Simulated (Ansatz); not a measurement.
A series of calculations on CH5Al2FOSi

**1. Relaxation**

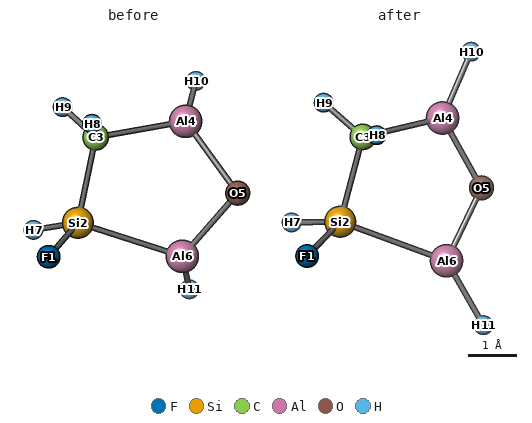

The structure of CH$_{5}$Al$_{2}$FOSi before (left) and after (right) a relaxation, at one scale.

A ball-and-stick model, seen at a tilt.

The run prepares an end point of a later path (hydrogen shift) calculation, from a guessed geometry.

Theory: Ansatz, RKS BHLYP-D4/def2-SVP.

Input file:
```yaml
crystal:
  periodic: [false, false, false]
  atoms:
    - { symbol: F, position_ang: [-2.0016, -1.9271, -0.2006] }
    - { symbol: Si, position_ang: [-0.7113, -1.0755, 0.4075] }
    - { symbol: C, position_ang: [0.5302, -0.765, -0.9406] }
    - { symbol: Al, position_ang: [0.9914, 1.2129, -0.8565] }
    - { symbol: O, position_ang: [-0.5234, 2.2298, -0.3945] }
    - { symbol: Al, position_ang: [-1.2101, 1.1736, 0.9307] }
    - { symbol: H, position_ang: [-0.0899, -1.7861, 1.5525] }
    - { symbol: H, position_ang: [0.1905, -1.0265, -1.9258] }
    - { symbol: H, position_ang: [1.491, -1.3254, -0.6728] }
    - { symbol: H, position_ang: [2.375, 1.6536, -0.3532] }
    - { symbol: H, position_ang: [-0.9763, 1.5786, 2.4739] }
basis:
  gaussian: { orbitals: def2-SVP }
hamiltonian:
  xc: { name: BHLYP }
  dispersion: d4
relax:
  f_tol: 0.02
  max_steps: 50
```

Command:
```bash
ansatz run input.yaml --threads 2 --pin off --max-ram 3072MiB --backend cpu --events-out ev --progress --plain --runs-dir out
```

**Summarise the run.**

H11 moves most after the best rigid fit: 1.39 Å. By element the largest moves are H 1.39 Å, O 1.08 Å, Al 0.39 Å, F 0.25 Å, Si 0.14 Å, C 0.08 Å. Among the contacts that change: Al4–O5 1.882 → 1.710 Å, O5–Al6 1.828 → 1.713 Å, Si2–Al6 2.362 → 2.461 Å, C3–Al4 2.033 → 1.962 Å. Among the angles between lasting bonds that change: Si2–Al6–H11 114.9° → 140.1°, Al4–O5–Al6 99.7° → 122.0°, Al4–C3–H9 106.0° → 116.9°. Over 13 geometry steps the energy falls by 157.0 kJ/mol. Largest force component: 3.2 eV/Å at the start, 0.014 eV/Å at the end. The run took 2.2 min on 2 threads of AMD EPYC 7B13 (Zen 3) (shared host), peak memory 0.31 GiB.

**2. Relaxation**

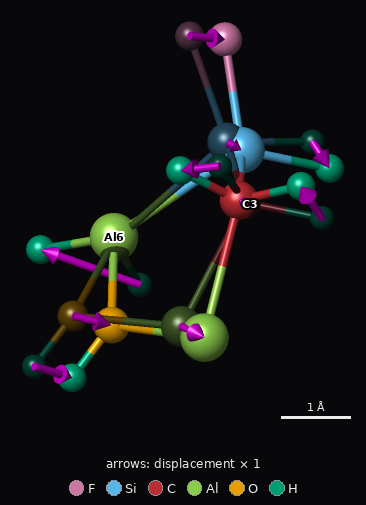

A relaxation of CH5Al2FOSi. The starting structure is drawn faded, the final one solid; purple arrows show the displacements, at their true length. The two geometries are superimposed by the best rigid fit.

A ball-and-stick model, seen from a free direction.

The run prepares an end point of a later path (hydrogen shift) calculation, from a guessed geometry.

Theory: RKS BHLYP-D4/def2-SVP (Ansatz). Settings: no spin polarisation; force threshold 0.02 eV/Å; at most 50 steps.

Atoms of which element are displaced furthest, and by how much?

Hydrogen: up to 1.55 Å, against 0.65 Å for fluorine.

What happened in the run?

The energy falls by 1.621 eV in 15 geometry steps. The largest force component goes from 2.6 to 0.016 eV/Å. The largest move after the best rigid fit is that of an H atom, 1.55 Å. By element the largest moves are H 1.55 Å, F 0.65 Å, O 0.59 Å, Al 0.56 Å, Si 0.24 Å, C 0.11 Å. Some distances before and after: Al–O 1.882 → 2.085 Å, Al–Si 2.362 → 2.431 Å, Al–O 1.828 → 1.775 Å, C–H 1.144 → 1.097 Å. Bond angles that change, for instance: Si–Al–H 114.9° → 148.8°, Al–O–H 152.5° → 124.6°, Al–O–Al 99.7° → 125.0°.

**3. Path**

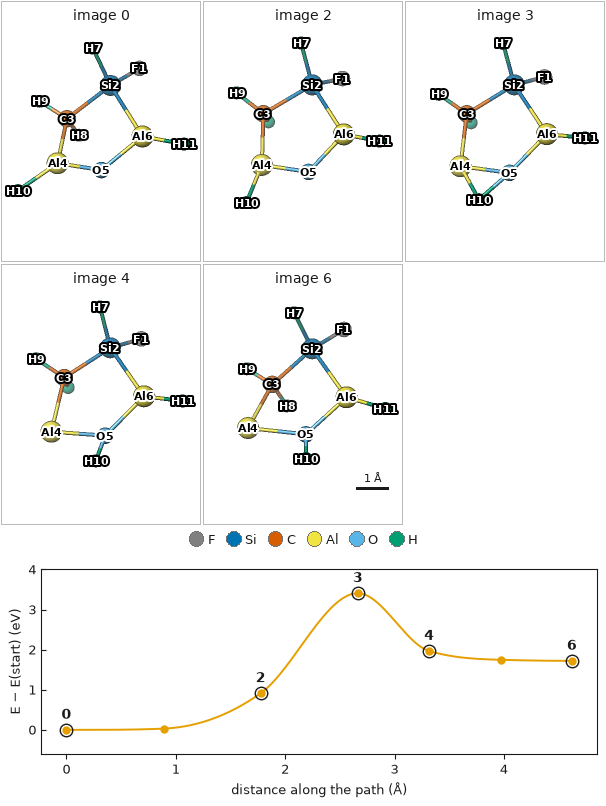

A nudged-elastic-band calculation for CH$_{5}$Al$_{2}$FOSi. Images are numbered from 0 (start) to 6 (end). The picture is a ball-and-stick view, seen from a free direction.

Level of theory: Ansatz 0.2.0, RKS BHLYP-D4/def2-SVP. Settings: 5 movable images; climbing image; force threshold 0.05 eV/Å; iteration limit 27; starting path through a guess of the saddle point.

### Describe the mechanism and the energy profile.

A hydrogen atom shifts from one atom to another. Breaking: Al4–H10 (1.57 → 1.69 at the top → 2.57 Å). Forming: O5–H10 (2.86 → 1.34 at the top → 0.96 Å). Forward barrier 3.41 eV, backward barrier 1.69 eV, with image 3 at the top; the reaction energy is +1.72 eV. The band converged in 16 iterations. The largest component of the band force went from 18 to 0.038 eV/Å. The climbing image converged on the top of the path. Its vibrational analysis gives 2 imaginary modes over 30i cm⁻¹, so it isn't confirmed as a transition state.

Cost: 10 min on 2 threads of AMD EPYC 7B13 (Zen 3) (shared host), peak memory 0.33 GiB.
